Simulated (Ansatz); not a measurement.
# Σ5 (210) boundary in fcc Ag, starting shift (0.25, 0.5): structure and resistance, part 2 of 3

Aim: the relaxed structure and the specific resistance of the Σ5 (210) boundary in fcc Ag, starting shift (0.25, 0.5).

Ansatz 0.2.0; Ansatz plane-wave DFT, PBE, PAW files; relaxation of a bicrystal slab with its lowest layers held; PAW set soft_1 (the session's first sound run).

So far. Step 2 (Relaxing the bicrystal): The largest force component on a free atom ends at 0.012 eV/Å, under the tolerance of 0.03, after 12 steps.

### 3. Transmission across the boundary

This step: Ansatz plane-wave DFT, PBE, PAW files; ballistic transport by layer matching (Landauer), zero bias; boundary relaxed in a short slab, bulk layers laid on; PAW set soft_1 (Ansatz 0.2.0).

System of this step: Σ5 (210) boundary in fcc Ag, starting shift (0.25, 0.5). The cell holds 47 atoms: 47 Ag. Cell: a = 5.005 Å, b = 4.086 Å, c = 50.901 Å, α = 90.0°, β = 90.0°, γ = 65.9°. It derives from Ag. Regions: lower grain, 19 atoms (19 Ag); boundary, 13 atoms (13 Ag); upper grain, 15 atoms (15 Ag). Vacuum lies along c.

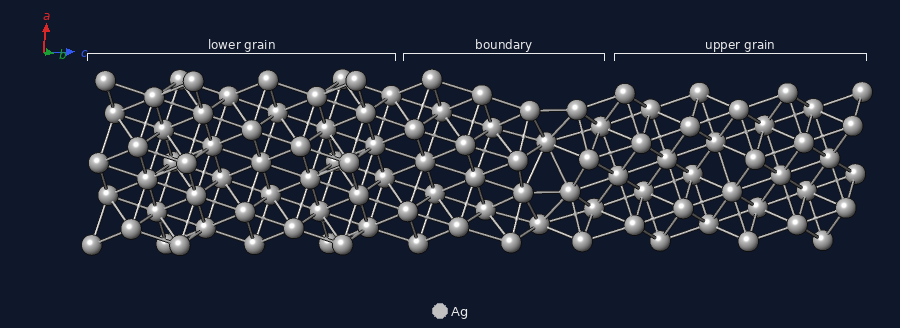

The cell of this step (silver light grey). 2×1×1 cells are drawn. Some periodic images of atoms are drawn too.

input.yaml reads:

```yaml
crystal:
  lattice:
    - [5.0045524935, 0.0, 0.0]
    - [1.6681841645, 3.7301731908, 0.0]
    - [0.0, 0.0, 50.90086305]
  atoms:
    - { symbol: Ag, position: [-14.9999999996, 7.4999999997, 0.0785841292] }
    - { symbol: Ag, position: [-14.3999999997, 7.1999999997, 0.0965347502] }
    - { symbol: Ag, position: [-13.7999999997, 6.8999999997, 0.1144853711] }
    - { symbol: Ag, position: [-13.1999999997, 6.5999999997, 0.132435992] }
    - { symbol: Ag, position: [-12.5999999997, 6.2999999997, 0.1503866129] }
    - { symbol: Ag, position: [-11.9999999997, 5.9999999997, 0.1683372338] }
    - { symbol: Ag, position: [-11.3999999997, 5.6999999998, 0.1862878547] }
    - { symbol: Ag, position: [-10.7999999997, 5.3999999998, 0.2042384757] }
    - { symbol: Ag, position: [-10.1999999998, 5.0999999998, 0.2221890966] }
    - { symbol: Ag, position: [-9.5999999998, 4.7999999998, 0.2401397175] }
    - { symbol: Ag, position: [-8.9999999998, 4.4999999998, 0.2580903384] }
    - { symbol: Ag, position: [-8.3999999998, 4.1999999998, 0.2760409593] }
    - { symbol: Ag, position: [-7.7999999998, 3.8999999998, 0.2939915802] }
    - { symbol: Ag, position: [-7.1999999998, 3.5999999998, 0.3119422012] }
    - { symbol: Ag, position: [-6.5999999998, 3.2999999998, 0.3298928221] }
    - { symbol: Ag, position: [-5.9999999998, 2.9999999999, 0.347843443] }
    - { symbol: Ag, position: [-5.3999999999, 2.6999999999, 0.3657940639] }
    - { symbol: Ag, position: [-4.7999999999, 2.3999999999, 0.3837446848] }
    - { symbol: Ag, position: [-4.1999999999, 2.0999999999, 0.4016953058] }
    - { symbol: Ag, position: [0.4000000001, 0.7999999999, 0.4196459267] }
    - { symbol: Ag, position: [0.0027739391, 0.4974163003, 0.4389087418] }
    - { symbol: Ag, position: [0.6050344906, 0.1956230223, 0.4572770401] }
    - { symbol: Ag, position: [0.2090061117, 0.8928560516, 0.4758950812] }
    - { symbol: Ag, position: [0.8124510489, 0.5903964062, 0.4941482161] }
    - { symbol: Ag, position: [0.4062485989, 0.2925847498, 0.5131754943] }
    - { symbol: Ag, position: [0.0176433527, -0.0141392546, 0.533816815] }
    - { symbol: Ag, position: [0.6194212232, 0.6859229373, 0.5469961205] }
    - { symbol: Ag, position: [0.2292057271, 0.3754024098, 0.5727127182] }
    - { symbol: Ag, position: [0.6295784376, 0.6672027825, 0.5991708757] }
    - { symbol: Ag, position: [0.0282071593, 0.9689028447, 0.6124332596] }
    - { symbol: Ag, position: [0.4171515986, 0.2733942894, 0.6330434771] }
    - { symbol: Ag, position: [-0.1776077412, 0.5704131933, 0.652156557] }
    - { symbol: Ag, position: [-4.7776077412, 2.8704131933, 0.6701071779] }
    - { symbol: Ag, position: [-5.3776077412, 3.1704131933, 0.6880577988] }
    - { symbol: Ag, position: [-5.9776077411, 3.4704131933, 0.7060084198] }
    - { symbol: Ag, position: [-6.5776077411, 3.7704131933, 0.7239590407] }
    - { symbol: Ag, position: [-7.1776077411, 4.0704131933, 0.7419096616] }
    - { symbol: Ag, position: [-7.7776077411, 4.3704131932, 0.7598602825] }
    - { symbol: Ag, position: [-8.3776077411, 4.6704131932, 0.7778109034] }
    - { symbol: Ag, position: [-8.9776077411, 4.9704131932, 0.7957615243] }
    - { symbol: Ag, position: [-9.5776077411, 5.2704131932, 0.8137121453] }
    - { symbol: Ag, position: [-10.177607741, 5.5704131932, 0.8316627662] }
    - { symbol: Ag, position: [-10.777607741, 5.8704131932, 0.8496133871] }
    - { symbol: Ag, position: [-11.377607741, 6.1704131932, 0.867564008] }
    - { symbol: Ag, position: [-11.977607741, 6.4704131932, 0.8855146289] }
    - { symbol: Ag, position: [-12.577607741, 6.7704131932, 0.9034652498] }
    - { symbol: Ag, position: [-13.177607741, 7.0704131931, 0.9214158708] }
kpoints:
  mp_grid: { grid: [7, 7, 1] }
hamiltonian:
  xc: pbe
  pseudopotentials: { kind: paw, azcp: { folder: soft_1 } }
scf:
  occupations: { method: fermi_dirac, width: 0.1 }
output:
  transmission:
    leads: [[10, 11], [38, 39]]
    kmesh: [18, 18]
    e_range: [-0.1, 0.1]
    de: 0.05
  write_potential: true
  write_density: true
  volumetric_format: npy
  elf: true
```

Run with:

```bash
ansatz run input.yaml --threads 4 --pin off --max-ram 15360MiB --backend cpu --events-out ev --progress --plain --runs-dir out
```

Numbers of over 12 decimals in the logs are rounded to 6 here.

The log of the run:

```text
[...]
Crystal: 47 atoms, lattice volume = 950.210 Å³
Basis set: ecut = 420 eV, 18647 PW (Γ)
Bands: 536, of which v1, the nominal top of the filled ones, is band 447 counted from 1 (446 counted from 0)
Symmetry: 1 space group operations
[...]
k-points: 25 of 49 (time reversal used)
[...]
SCF iter   1: F=—  HF=-356766.867623 eV  |F-HF|=—  |Δ(HF+E_count)|=         —  Δρ=6.26e-2  dr2=4.26e1  ethr=3.10e-3  ⟨swp⟩=5.0  Hψ=40012  notcnv=0  defer=1292
[...]
SCF iter  10: F=-356755.976234 eV  HF=-356755.976234 eV  |F-HF|=5.20e-8  |Δ(HF+E_count)|=   3.89e-8  Δρ=2.38e-6  dr2=7.35e-8  ethr=1.12e-11  ⟨swp⟩=10.9  Hψ=57945  notcnv=0
SCF 1 converged in 10 iterations: F = -356755.976234 eV  dr2 = 7.35e-8
[...]
transmission: 640 of 6396 steps passed
transmission: 1280 of 6396 steps passed
[...]
transmission: 6396 of 6396 steps passed
WARN: The input density's exchange-correlation potential varies sharply where the density is thin. Do not read a vacuum level from v_tot or v_xc, or from such a field of the output density. On a cell that repeats whose density bears no net charge and no dipole along the vacuum's axis use v_es (v_loc + v_h of the components); under efield.dipole_correction with no amplitude use v_es + v_field, which holds any external [...]
SCF converged after 10 iterations
the last check of whether an eigenvalue changes by more than its tolerance under the output density was not made (no_room)
Free energy (F): -356755.976234 eV
[...]
Internal energy: -356755.550358 eV  (E = F + TS)
E sigma→0 (E₀):  -356755.763296 eV
Entropy (-TS):   -0.425877 eV (-9.061 meV/atom)
Fermi energy:    13.914661 eV
[...]
--- Band table (eV; the first three rows and the last of 25) ---
  k-point 0: bands = [... 443 lower, 15.5705, 15.6428, 15.7234, 15.7995, 15.8633, 15.9562, 16.0123, 16.0785, ... 85 higher]
  k-point 1: bands = [... 443 lower, 15.2324, 15.3107, 15.3876, 15.4718, 15.6216, 15.7829, 15.8948, 16.0095, ... 85 higher]
  k-point 2: bands = [... 443 lower, 14.5742, 14.6013, 14.6419, 14.7539, 14.7847, 14.8876, 15.0152, 15.0651, ... 85 higher]
  k-point 24: bands = [... 443 lower, 12.5825, 12.6605, 12.9603, 13.0470, 13.4674, 13.6005, 13.9199, 14.0433, ... 85 higher]
--- Transmission ---
  basis      : 165 plane waves across, 39 finite elements along
  points     : 164, standing for a mesh of 18 x 18
  energies   : 5 from -0.100000 to 0.100000 eV about the Fermi level, 0.050000 eV apart; the leads are filled to 0.000000 eV, and channels, transmission and decay are at 0.000000 eV
  crystal 0  : Ag3, at the sites [10, 11], period 2.7411 Å, over 18.27 Å; its Hamiltonian steps by up to 14.3 meV
    offset         : up to 0.0000 Å between an atom of the period and one for which it stands
    channels       : 2.151235e0 a spin
    conductance    : none, the energies end too early or step too widely for 300 K: set another output.transmission.e_range or a lower de, or, where they end at an eighth of basis.ecutwfc, a higher one
[...]
channels       : 2.151235e0 a spin
[...]
junction   : crystal 0 to crystal 1, 13.35 to 37.98 Å
    transmission   : 1.821221e0 a spin
[...]
```

It took 15 min on 4 threads of Intel Xeon Platinum 8488C (Sapphire Rapids), shared host; peak memory 12 GiB.

In the SCF lines HF is the Harris–Foulkes energy and dr2 the Hartree energy of the density residual, in eV; the loop may stop once dr2 is under the threshold and the program's other checks hold. Hψ counts applications of the Hamiltonian.

This step gave:

- free energy: -356755.9762 eV
- energy at zero smearing: -356755.7633 eV
- Fermi energy: 13.91 eV
- cell area: 18.67 Å²
- transmission per spin nearest the Fermi level: 1.821
- open channels per spin nearest the Fermi level: 2.151
- open channels per spin, upper lead: 2.151
- step of the lead's potential: 14.3 meV
- step of the upper lead's potential: 16 meV

Per spin. The transmission, zone mean by energy, zero at the Fermi level:

| energy (eV) | transmission, zone mean |
| --- | --- |
| -0.1000 | 1.80 |
| -0.0500 | 1.80 |
| 0.0000 | 1.82 |
| 0.0500 | 1.83 |
| 0.1000 | 1.83 |

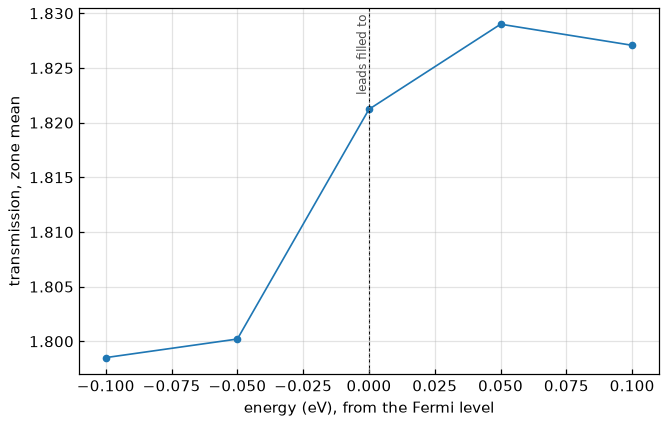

Transmission, zone mean, plotted against energy.

Per spin. Open channels, zone mean against energy, zero at the Fermi level:

| energy (eV) | lead | upper lead |
| --- | --- | --- |
| -0.1000 | 2.11 | 2.14 |
| -0.0500 | 2.13 | 2.14 |
| 0.0000 | 2.15 | 2.15 |
| 0.0500 | 2.16 | 2.16 |
| 0.1000 | 2.16 | 2.16 |

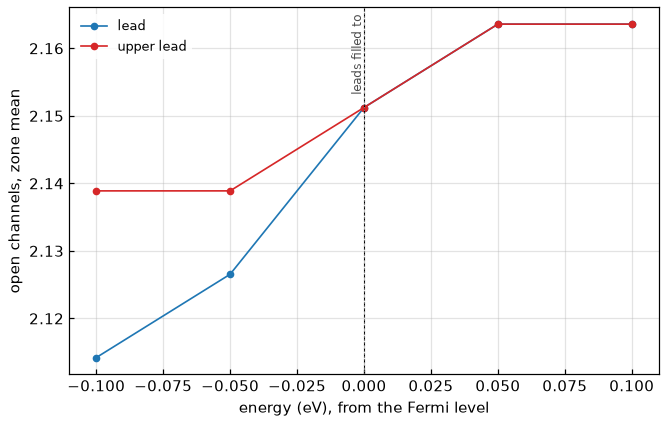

Open channels, zone mean against energy.

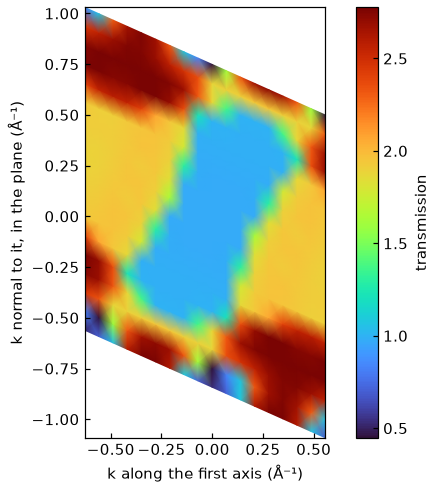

Transmission over k1 and k2. At 0.0000 eV from the Fermi level.

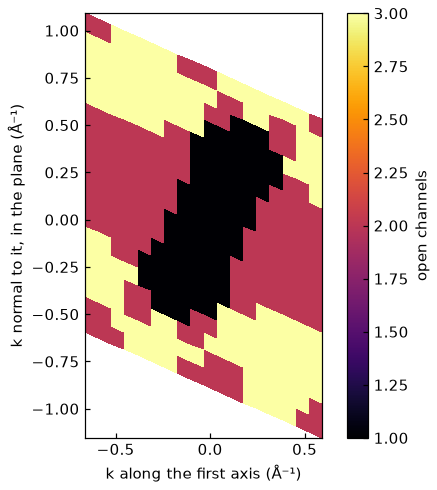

Open channels over k1 and k2. At 0.0000 eV from the Fermi level.

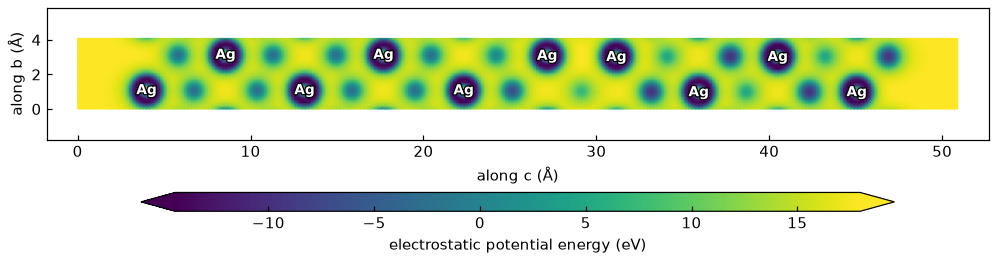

Electrostatic potential energy in the cb plane at fractional x = 0.000, with atoms of Ag within 0.2 Å of it. With pseudopotentials it is smooth inside the atoms' cores, unlike the true potential. The map starts off the cell's origin, so that atoms lie inside it.

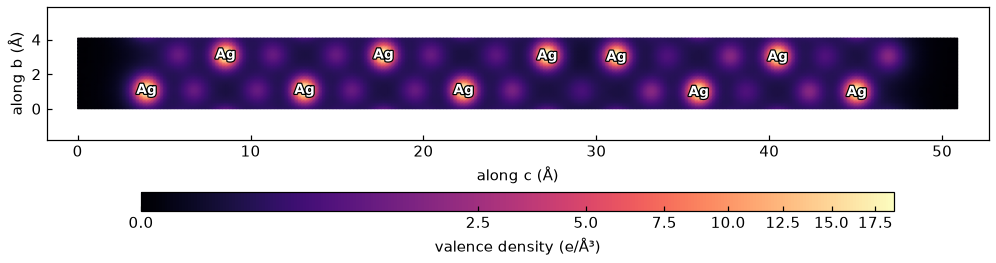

Valence density in the cb plane at fractional x = 0.000, with atoms of Ag within 0.2 Å of it. It is the smooth field of the valence electrons, not physical close to the nuclei. The map starts off the cell's origin, so that atoms lie inside it. The colour scale is stretched toward low values.

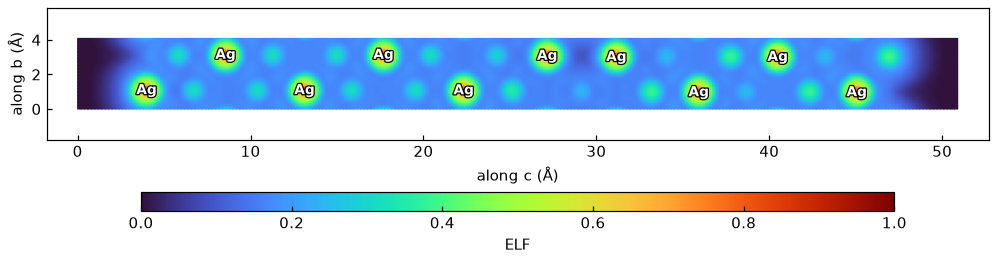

ELF in the cb plane at fractional x = 0.000, with atoms of Ag within 0.2 Å of it. It is the smooth field of the valence electrons, not physical close to the nuclei. The map starts off the cell's origin, so that atoms lie inside it.

Over the solved energies the transmission per spin lies between 1.80 and 1.83, out of 2.14 channels of the lead on average (up to 2.16).

### 4. Specific resistance

This step: Ansatz plane-wave DFT, PBE, PAW files; ballistic transport by layer matching (Landauer), zero bias; specific resistance of the boundary; PAW set soft_1 (Ansatz 0.2.0).

Numbers from this step:

```yaml
area_resistance: 0.2054 fΩ m²
t_over_the_leads_mean_channel_count: 0.8453
```

Averaged over the energies near the Fermi level, 84.5 % of the channels pass, which makes 0.205 fΩ m².

By hand, with T and the leads' channels N averaged over the energies near the Fermi level: RA = A (h/2e²)(1/T − ½[1/N₁ + 1/N₂]) = 18.67×10⁻²⁰ m² × 12 906 Ω × (1/1.815 − ½[1/2.144 + 1/2.151]) = 0.205 fΩ m².

[end of part 2 of 3]

[Logs are printed without paths, hosts, clocks, repeated set-up lines and the standing remarks that a program may print on its own settings, such as how far it seeks lower states.]

[Hosts, paths, dates, database ids (printed as entryN), source tags and the programs' standing remarks are cut or masked in the printed files.]
